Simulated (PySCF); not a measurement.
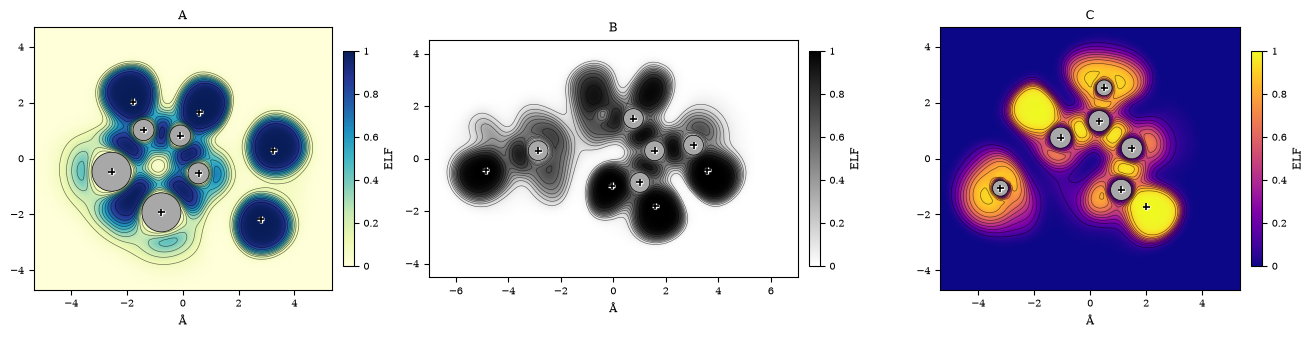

The ELF of 3 systems, each on a plane through atoms (crosses mark nuclei in the plane; grey discs cover the cores).

The calculation used PBE0/pcSseg-1, SCF density, gas phase, non-relativistic in PySCF 2.14.0.

System 1: C₆H₁₂Si₂ (SMILES C1=C[C@H](C2CC2)[SiH2][SiH2]1), the plane of atoms C3, C2 and H10. Geometry: GFN2-xTB.

```yaml
atoms:
  - { symbol: C, position_ang: [2.0681, -1.1454, -0.6974] }
  - { symbol: C, position_ang: [0.7861, -1.2814, -0.3757] }
  - { symbol: C, position_ang: [-0.0367, -0.2278, 0.3099] }
  - { symbol: C, position_ang: [-1.2394, 0.0976, -0.5496] }
  - { symbol: C, position_ang: [-2.4694, 0.6823, 0.0726] }
  - { symbol: C, position_ang: [-2.4917, -0.7222, -0.4531] }
  - { symbol: Si, position_ang: [1.0384, 1.3285, 0.6921] }
  - { symbol: Si, position_ang: [2.9514, 0.4601, -0.2557] }
  - { symbol: H, position_ang: [2.5742, -1.9591, -1.1995] }
  - { symbol: H, position_ang: [0.2434, -2.1902, -0.6221] }
  - { symbol: H, position_ang: [-0.4117, -0.6619, 1.2446] }
  - { symbol: H, position_ang: [-0.9711, 0.4611, -1.5358] }
  - { symbol: H, position_ang: [-3.0145, 1.4421, -0.4665] }
  - { symbol: H, position_ang: [-2.4733, 0.8235, 1.1431] }
  - { symbol: H, position_ang: [-3.0530, -0.9264, -1.3528] }
  - { symbol: H, position_ang: [-2.5193, -1.5298, 0.2638] }
  - { symbol: H, position_ang: [0.4090, 2.5010, 0.0748] }
  - { symbol: H, position_ang: [1.0133, 1.5712, 2.1410] }
  - { symbol: H, position_ang: [4.1007, 0.1906, 0.6186] }
  - { symbol: H, position_ang: [3.4903, 1.0969, -1.4653] }
```

System 2: C₇H₁₃NSi (SMILES C=C(C)/C=N\[SiH2]C(=C)C), the plane of atoms C1, C2 and C3. Geometry: GFN2-xTB.

```xyz
22

C    -1.4777    1.1866   -0.8487
C    -2.1717    0.4561    0.0184
C    -3.6645    0.5319    0.1405
C    -1.5145   -0.4454    0.9737
N    -0.4481   -1.0926    0.8475
Si    0.7677   -1.3611   -0.3257
C     2.2097   -0.2150    0.1065
C     2.0813    0.8554    0.8766
C     3.5318   -0.5886   -0.4883
H    -1.9597    1.8688   -1.5294
H    -0.4028    1.1474   -0.8842
H    -4.1032   -0.4565    0.0079
H    -3.9427    0.8888    1.1319
H    -4.0822    1.2051   -0.6036
H    -2.0575   -0.5690    1.9170
H     1.1210   -2.7630   -0.0857
H     0.4529   -1.1744   -1.7546
H     2.9160    1.5024    1.1085
H     1.1377    1.1293    1.3199
H     3.8450   -1.5611   -0.1106
H     4.2995    0.1450   -0.2468
H     3.4515   -0.6706   -1.5715
```

System 3: C₆H₈BFO₂, the plane of atoms C5, C7 and C8. Geometry: GFN2-xTB.

| atom | x (Å) | y (Å) | z (Å) |
| --- | --- | --- | --- |
| O | 2.9083 | -0.3075 | -0.9773 |
| C | 2.4308 | -0.4550 | 0.1123 |
| C | 1.0691 | 0.0302 | 0.5306 |
| C | 0.5463 | 1.1051 | -0.4313 |
| C | -0.9076 | 1.4541 | -0.2251 |
| O | -1.2924 | 2.5967 | -0.2106 |
| C | -1.8721 | 0.2992 | -0.0448 |
| C | -1.2661 | -1.0990 | -0.2251 |
| B | 0.0855 | -1.2277 | 0.5716 |
| F | 0.4162 | -2.3050 | 1.2508 |
| H | 2.9616 | -1.0132 | 0.9059 |
| H | 1.1674 | 0.4327 | 1.5442 |
| H | 0.6570 | 0.7287 | -1.4526 |
| H | 1.1395 | 2.0181 | -0.3543 |
| H | -2.7066 | 0.4567 | -0.7317 |
| H | -2.2841 | 0.3942 | 0.9637 |
| H | -2.0058 | -1.8515 | 0.0504 |
| H | -1.0557 | -1.2506 | -1.2883 |

**Which map belongs to which system?**

Panel A is system 1, C₆H₁₂Si₂: the plane holds C, Si and H. C–C (1.33 Å): the ELF peaks at about 0.95 between the atoms; a multiple bond. Panel B is system 2, C₇H₁₃NSi: the plane holds C and H. C–C (1.33 Å): the ELF peaks at about 0.90 between the atoms (a short, multiple covalent bond). Panel C is system 3, C₆H₈BFO₂: the plane holds O, C and H. C–O (1.21 Å): the ELF peaks at about 0.85 between the atoms; a short, multiple covalent bond.
